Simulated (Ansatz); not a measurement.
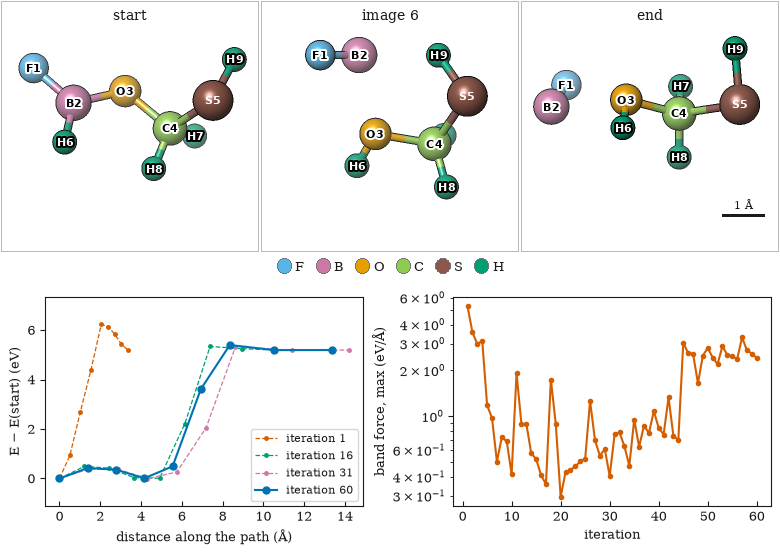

A nudged-elastic-band calculation for CH$_{4}$BFOS. Images are numbered from 0 (start) to 8 (end). The plot follows the band through its iterations. Style: ball-and-stick. Shown face on.

These are results of Ansatz 0.2.0, RKS PBE0-D4/STO-3G, not measurements. Settings: 7 movable images; climbing image; force threshold 0.05 eV/Å; iteration limit 60; starting path through a guess of the saddle point.

Question: How did the profile develop, and is the result final?

Answer: The result isn't final. The band hadn't converged when the run stopped after 60 iterations. The largest component of the band force went from 5.3 to 2.4 eV/Å. The barrier read from it is provisional: over the last two iterations the highest image moved from 5.19 eV to 5.39 eV. The first iteration put the highest image at 6.23 eV. The highest point, image 6, lies 5.39 eV above the start and 0.20 eV above the end; the end is at +5.19 eV relative to the start. The profile has 2 maxima (images 1, 6) with a dip at image 3 (+0.01 eV), which on an unconverged band is provisional.

Limits of the set-up: STO-3G is a minimal basis, so the numbers are rough.
